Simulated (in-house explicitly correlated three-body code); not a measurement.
# Two electrons around a charge of +3.1: exact states and exact Kohn–Sham parts

System: two electrons around a charge of +3.1. A variational three-body run gives its energies and expectation values, then the exact Kohn–Sham parts of the ground state and the errors of common functionals.

The numbers are computed with in-house explicitly correlated three-body code version 1 (two electrons, non-relativistic, variational in exponentially correlated functions), except any that are marked as measured or tabulated.

**1. Starting point**

```
charge of the centre : +3.1
mass of the centre   : infinite
interactions         : Coulomb
basis                : 260 functions exp(−a r1 − b r2 − g r12) a state, exponent ranges optimised
units                : hartree and bohr; relativity and QED are left out
```

**2. The run**

Settings:

```ini
Z = 3.1
interaction_strength = 1.0
functions = 260
states_tried = 13
```

Started as:

```bash
python run_hyl.py task.json out
```

From the run's result record (rounded, not every field):

```text
status: converged
states [hartree, bohr]:
  - {"name": "1 1S", "E": -7.827495842148, "change": 1.9e-09, "T": 7.8274958335, "inv_r": 2.78790025, "inv_r12": 1.629989875, "r": 0.551654365, "r2": 0.413631244, "r12": 0.829664339, "r12_2": 0.858324362, "cos": -0.04226487, "p1p2": 0.30208108, "d1": 7.616433, "d12": 0.60348}
  - {"name": "2 3S", "E": -5.473097978313, "change": 6.1e-11, "T": 5.4730979782, "inv_r": 1.843120747, "inv_r12": 0.4811526775, "r": 1.43549657, "r2": 3.47647411, "r12": 2.45893711, "r12_2": 6.9860985, "cos": -0.01235347, "p1p2": 0.018611533, "d1": 5.043985, "d12": 0.0}
  - {"name": "2 1S", "E": -5.399052099376, "change": 1.9e-09, "T": 5.3990520826, "inv_r": 1.822108104, "inv_r12": 0.4989660626, "r": 1.57434415, "r2": 4.29234322, "r12": 2.71935046, "r12_2": 8.62782222, "cos": -0.01450452, "p1p2": 0.022933611, "d1": 4.994363, "d12": 0.074237}
  - {"name": "2 3P", "E": -5.386120519188, "change": 1.3e-09, "T": 5.386120517, "inv_r": 1.823327245, "inv_r12": 0.5323878815, "r": 1.35658143, "r2": 3.15741208, "r12": 2.31919406, "r12_2": 6.42404138, "cos": -0.0556458, "p1p2": -0.33811148, "d1": 4.672903, "d12": 0.0}
  - {"name": "2 1P", "E": -5.348907632059, "change": 4.2e-10, "T": 5.3489076323, "inv_r": 1.808987368, "inv_r12": 0.5179064146, "r": 1.45314958, "r2": 3.67022114, "r12": 2.46946262, "r12_2": 7.32904091, "cos": 0.01179946, "p1p2": 0.28087183, "d1": 4.752012, "d12": 0.011728}
  - {"name": "3 3S", "E": -5.081556043211, "change": 7.6e-10, "T": 5.0815561334, "inv_r": 1.675183279, "inv_r12": 0.2230241509, "r": 3.09855297, "r2": 18.6884626, "r12": 5.74217689, "r12_2": 37.3952997, "cos": -0.003693697, "p1p2": 0.0051326252, "d1": 4.823033, "d12": 0.0}
  - {"name": "3 1S", "E": -5.062111482655, "change": 3.4e-09, "T": 5.0621115457, "inv_r": 1.669554365, "inv_r12": 0.227014033, "r": 3.30764386, "r2": 21.5072151, "r12": 6.15604202, "r12_2": 43.0350132, "cos": -0.004524803, "p1p2": 0.006713263, "d1": 4.813215, "d12": 0.021708}
  - {"name": "3 3P", "E": -5.058857549184, "change": 4.2e-09, "T": 5.0588576181, "inv_r": 1.66977972, "inv_r12": 0.2349190948, "r": 3.10511563, "r2": 19.074632, "r12": 5.75983618, "r12_2": 38.1842711, "cos": -0.01482967, "p1p2": -0.086545317, "d1": 4.723204, "d12": 0.0}
  - {"name": "3 1P", "E": -5.047793847421, "change": 2.9e-09, "T": 5.0477938577, "inv_r": 1.66570443, "inv_r12": 0.2317797613, "r": 3.24724947, "r2": 20.9590236, "r12": 6.0330106, "r12_2": 41.9245916, "cos": 0.003314443, "p1p2": 0.082012456, "d1": 4.743914, "d12": 0.0039748}
  - {"name": "4 3S", "E": -4.955651033081, "change": 2.3e-08, "T": 4.9556476584, "inv_r": 1.619137994, "inv_r12": 0.1273568682, "r": 5.47586184, "r2": 61.7875087, "r12": 10.4834074, "r12_2": 123.586184, "cos": -0.00153567, "p1p2": 0.0020843346, "d1": 4.774354, "d12": 0.0}
  - {"name": "4 1S", "E": -4.947841079171, "change": 7.7e-08, "T": 4.9478455688, "inv_r": 1.616851287, "inv_r12": 0.1287913307, "r": 5.75676757, "r2": 68.5941879, "r12": 11.0435218, "r12_2": 137.200339, "cos": -0.00192642, "p1p2": 0.00280524, "d1": 4.771058, "d12": 0.0090523}
  - {"name": "4 3P", "E": -4.946534500967, "change": 2.1e-08, "T": 4.9465348074, "inv_r": 1.616922203, "inv_r12": 0.1318483489, "r": 5.5673787, "r2": 64.5314495, "r12": 10.6682438, "r12_2": 129.080263, "cos": -0.006003974, "p1p2": -0.034525303, "d1": 4.733978, "d12": 0.0}
  - {"name": "4 1P", "E": -4.941886186559, "change": 9.2e-09, "T": 4.941886243, "inv_r": 1.615233609, "inv_r12": 0.1306759434, "r": 5.75644772, "r2": 69.1329381, "r12": 11.041936, "r12_2": 138.27215, "cos": 0.00136181, "p1p2": 0.034329158, "d1": 4.742322, "d12": 0.0017498}
threshold [hartree]: -4.805
transitions:
  - ["1 1S", "2 1P", 2.4785882, 0.2836962]
  - ["1 1S", "3 1P", 2.779702, 0.06090026]
  - ["1 1S", "4 1P", 2.8856097, 0.0231029]
  - ["2 1S", "2 1P", 0.050144467, 6.094997]
  - ["2 1S", "3 1P", 0.35125825, 1.125329]
  - ["2 1S", "4 1P", 0.45716591, 0.2429827]
  - ["3 1S", "2 1P", -0.28679615, 0.482343]
  - ["3 1S", "3 1P", 0.014317635, 36.45654]
  - ["3 1S", "4 1P", 0.1202253, 3.402237]
  - ["4 1S", "2 1P", -0.40106655, 0.06868902]
  - ["4 1S", "3 1P", -0.099952768, 3.006049]
  - ["4 1S", "4 1P", 0.0059548926, 121.2492]
  - ["2 3S", "2 3P", 0.086977459, 5.086191]
  - ["2 3S", "3 3P", 0.41424043, 0.707994]
  - ["2 3S", "4 3P", 0.52656348, 0.1692913]
  - ["3 3S", "2 3P", -0.30456448, 0.5561206]
  - ["3 3S", "3 3P", 0.022698494, 32.46537]
  - ["3 3S", "4 3P", 0.13502154, 2.185667]
  - ["4 3S", "2 3P", -0.43046949, 0.07280179]
  - ["4 3S", "3 3P", -0.10320652, 3.583681]
  - ["4 3S", "4 3P", 0.0091165321, 110.9303]
polarisability [au]: {"1 1S": {"alpha": 0.1653838, "c6": 0.0624505, "f_sum": 2.0}, "2 3S": {"alpha": 40.89316, "c6": 117.146, "f_sum": 2.000134}}
kohn_sham [hartree]: {"Ts": 7.78745636, "hartree": 3.42728143, "Ex": -1.71364072, "Tc": 0.0400394694, "Uc": -0.0836508423, "Ec": -0.0436113729, "norm": 1.99999993}
hartree_fock [hartree]: [-7.7838997014, -3.03483075]
```

«change» is the move of the energy from 170 to 260 functions; states that moved too far are left out. d1 and d12 are the expectation values of δ(r1) and δ(r12).

It took 15 s on 1 thread of AMD EPYC 9R45 (Zen 5), shared host.

**3. Levels**

Binding counts from the one-electron threshold at -4.805000 hartree:

| state | binding (eV) | excitation (eV) | quantum defect | ⟨r⟩ | ⟨r12⟩ (bohr) | ⟨cos θ12⟩ |
| --- | --- | --- | --- | --- | --- | --- |
| 1 ¹S | 82.2463 | 0 | 0.146 | 0.5517 | 0.8297 | -0.0423 |
| 2 ³S | 18.1799 | 64.0664 | 0.183 | 1.435 | 2.459 | -0.0124 |
| 2 ¹S | 16.1650 | 66.0813 | 0.073 | 1.574 | 2.719 | -0.0145 |
| 2 ³P | 15.8131 | 66.4332 | 0.052 | 1.357 | 2.319 | -0.0556 |
| 2 ¹P | 14.8005 | 67.4458 | -0.013 | 1.453 | 2.469 | 0.0118 |
| 3 ³S | 7.52547 | 74.7208 | 0.176 | 3.099 | 5.742 | -0.0037 |
| 3 ¹S | 6.99636 | 75.2499 | 0.072 | 3.308 | 6.156 | -0.0045 |
| 3 ³P | 6.90782 | 75.3385 | 0.053 | 3.105 | 5.760 | -0.0148 |
| 3 ¹P | 6.60676 | 75.6395 | -0.014 | 3.247 | 6.033 | 0.0033 |
| 4 ³S | 4.09942 | 78.1469 | 0.174 | 5.476 | 10.48 | -0.0015 |
| 4 ¹S | 3.88690 | 78.3594 | 0.071 | 5.757 | 11.04 | -0.0019 |
| 4 ³P | 3.85135 | 78.3950 | 0.053 | 5.567 | 10.67 | -0.0060 |
| 4 ¹P | 3.72486 | 78.5214 | -0.014 | 5.756 | 11.04 | 0.0014 |

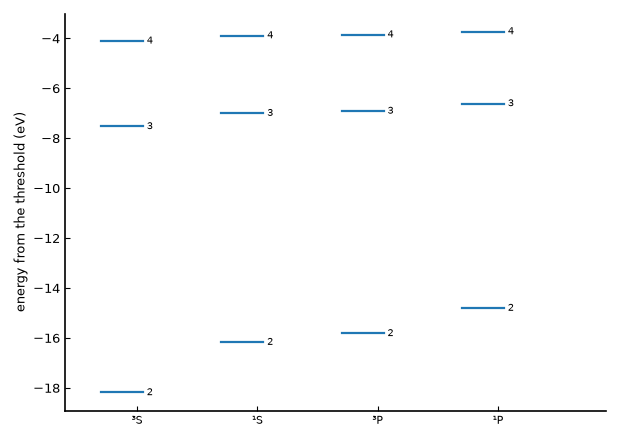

Excited levels under the threshold, term by term; numbers give n.

**4. Electric-dipole lines**

Oscillator strengths from the S state (negative where P lies lower) and rates of the upper state's decay:

| S | P | E(P) − E(S) (eV) | f | rate (1/s) |
| --- | --- | --- | --- | --- |
| 1 ¹S | 2 ¹P | 67.446 | 0.4688 | 3.084e+10 |
| 1 ¹S | 3 ¹P | 75.640 | 0.1129 | 9.339e+09 |
| 1 ¹S | 4 ¹P | 78.521 | 0.04444 | 3.963e+09 |
| 2 ¹S | 2 ¹P | 1.3645 | 0.2038 | 5.487e+06 |
| 2 ¹S | 3 ¹P | 9.5582 | 0.2635 | 3.482e+08 |
| 2 ¹S | 4 ¹P | 12.440 | 0.07406 | 1.658e+08 |
| 3 ¹S | 2 ¹P | -7.8041 | -0.09222 | 2.437e+08 |
| 3 ¹S | 3 ¹P | 0.38960 | 0.3480 | 7.640e+05 |
| 3 ¹S | 4 ¹P | 3.2715 | 0.2727 | 4.221e+07 |
| 4 ¹S | 2 ¹P | -10.914 | -0.01837 | 9.492e+07 |
| 4 ¹S | 3 ¹P | -2.7199 | -0.2003 | 6.430e+07 |
| 4 ¹S | 4 ¹P | 0.16204 | 0.4814 | 1.828e+05 |
| 2 ³S | 2 ³P | 2.3668 | 0.2949 | 2.390e+07 |
| 2 ³S | 3 ³P | 11.272 | 0.1955 | 3.593e+08 |
| 2 ³S | 4 ³P | 14.329 | 0.05943 | 1.765e+08 |
| 3 ³S | 2 ³P | -8.2876 | -0.1129 | 3.365e+08 |
| 3 ³S | 3 ³P | 0.61766 | 0.4913 | 2.711e+06 |
| 3 ³S | 4 ³P | 3.6741 | 0.1967 | 3.841e+07 |
| 4 ³S | 2 ³P | -11.714 | -0.02089 | 1.244e+08 |
| 4 ³S | 3 ³P | -2.8084 | -0.2466 | 8.439e+07 |
| 4 ³S | 4 ³P | 0.24807 | 0.6742 | 6.001e+05 |

**5. Kohn–Sham potentials from the exact density**

With two electrons in one orbital the density fixes the Kohn–Sham potential directly; exchange is minus half the Hartree term. On a radial grid:

| r (bohr) | 4πr²n | v_x | v_c | pair density 4πr12²h | Coulomb hole |
| --- | --- | --- | --- | --- | --- |
| 0.0687 | 0.5920 | -2.727 | -0.041 | 0.03715 | -0.0125 |
| 0.0932 | 0.9385 | -2.683 | -0.033 | 0.06832 | -0.0212 |
| 0.126 | 1.407 | -2.613 | -0.022 | 0.1235 | -0.0341 |
| 0.171 | 1.979 | -2.504 | -0.008 | 0.2200 | -0.0518 |
| 0.232 | 2.540 | -2.344 | 0.008 | 0.3767 | -0.0703 |
| 0.314 | 2.890 | -2.126 | 0.020 | 0.6008 | -0.0795 |
| 0.426 | 2.813 | -1.849 | 0.025 | 0.8632 | -0.0637 |
| 0.578 | 2.228 | -1.535 | 0.021 | 1.049 | -0.0172 |
| 0.783 | 1.348 | -1.217 | 0.012 | 0.9936 | 0.0323 |
| 1.06 | 0.5717 | -0.9304 | 0.005 | 0.6610 | 0.0421 |
| 1.44 | 0.1472 | -0.6927 | 0.002 | 0.2638 | 0.0170 |

The last two columns are read against r12, and the hole is the exact less the Kohn–Sham pair density.

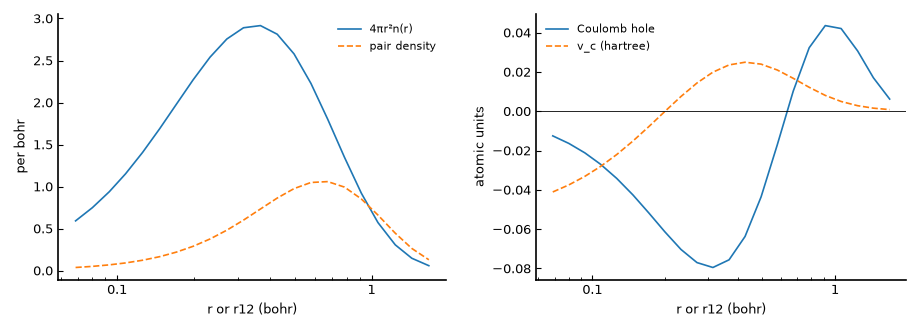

Radial density and pair density (left); Coulomb hole and correlation potential (right).

**6. Errors of approximate functionals**

Errors in millihartree. The functional-driven error is that on the exact density; the rest comes from the functional's own density. Hybrids were run self-consistently alone, so they have no split; a dash in a self-consistent column means that the top level came out unbound:

| functional | exchange | correlation | functional-driven | density-driven | total, self-consistent | top level + binding (eV) |
| --- | --- | --- | --- | --- | --- | --- |
| LDA VWN5 | +239.8 | -93.4 | +146.4 | -2.1 | +144.3 | +16.75 |
| LDA PW92 | +239.8 | -92.8 | +147.0 | -2.1 | +144.9 | +16.76 |
| PBE | +26.9 | -1.3 | +25.6 | -1.1 | +24.4 | +15.88 |
| PBEsol | +101.7 | -13.2 | +88.5 | -1.2 | +87.3 | +16.48 |
| BLYP | +6.6 | -4.2 | +2.4 | -1.5 | +1.0 | +15.56 |
| RPBE | -2.3 | -1.3 | -3.6 | -1.2 | -4.8 | +15.73 |
| PW91 | +21.7 | -7.3 | +14.4 | -1.2 | +13.2 | +15.68 |
| BP86 | +6.6 | -2.0 | +4.6 | -0.7 | +3.9 | +15.72 |
| OLYP | +4.2 | -4.2 | +0.1 | -1.5 | -1.4 | +15.65 |
| AM05 | +184.6 | -75.3 | +109.3 | -1.4 | +107.9 | +16.72 |
| TPSS | -4.2 | -2.2 | -6.4 | -0.3 | -6.7 | +14.77 |
| revTPSS | -3.6 | -5.0 | -8.6 | -0.2 | -8.8 | +14.50 |
| SCAN | -4.6 | +3.1 | -1.4 | -0.3 | -1.7 | +14.29 |
| r2SCAN | -4.6 | +3.1 | -1.4 | -0.3 | -1.7 | +14.29 |
| M06-L | -19.5 | -2.0 | -21.5 | -2.3 | -23.8 | +14.13 |
| PBE0 | – | – | – | – | +18.4 | +11.64 |
| B3LYP (VWN-RPA) | – | – | – | – | -5.5 | +12.09 |
| HSE06 | – | – | – | – | +16.2 | +12.04 |
| ωB97X | – | – | – | – | -8.3 | +9.43 |
| r2SCAN0 | – | – | – | – | -0.4 | +10.50 |

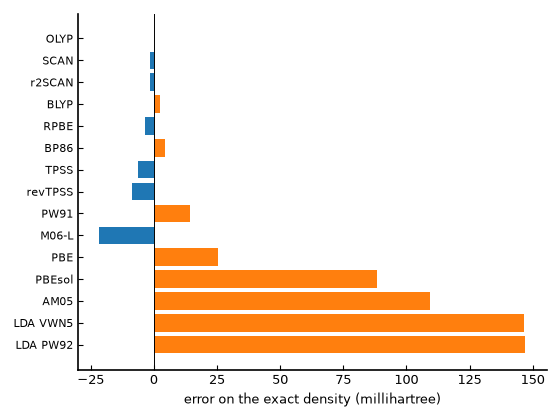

Exchange–correlation error of each functional on the exact density.

**7. Outcome**

```
                          quantity                                value
               ground-state energy                  -7.82749584 hartree
    binding of the second electron                            82.246 eV
                  ⟨r12⟩, ⟨cos θ12⟩                 0.8297 bohr, -0.0423
          resonance line 1 ¹S–2 ¹P                67.446 eV, f = 0.4688
polarisability of the ground state                        0.16538 bohr³
            Ts, Ex, Ec (Kohn–Sham)  7.78746, -1.71364, -0.04361 hartree
           exact less Hartree–Fock                     -0.04360 hartree
```

What this shows: The second electron is bound by 82.25 eV, and the mean cosine of -0.042 shows the electrons leaning only slightly to opposite sides. The virial ratio −T/E is 1.0000000, where an exact Coulomb state gives 1. Exchange puts 2 ³S 2.01 eV under 2 ¹S. On the exact density OLYP errs least (+0.1 millihartree) and LDA PW92 most (+147.0). Self-consistent top levels of the semilocal functionals lie +14.1 to +16.8 eV from minus the binding energy, the exact Kohn–Sham level.
